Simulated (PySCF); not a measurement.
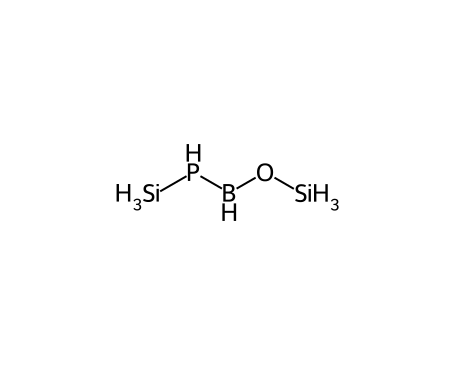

Computed geometry: GFN2-xTB optimisation. No frequency run is at hand to confirm it as a minimum. Method: PBE0/def2-SVPD, gas phase (PySCF 2.14.0). Excitations: vertical, linear response.

What is the dipole moment?

1.62 D.

Estimate the lowest vertical singlet excitation.

4.93 eV.

What is the brightest of the 6 lowest singlets?

5.88 eV.

Estimate the HOMO–LUMO gap.

6.28 eV.

The geometry is semi-empirical. Around B, P, Si such bond lengths and angles can be off by a tenth of an ångström or more and by several degrees, and values that hang on the shape move with them.
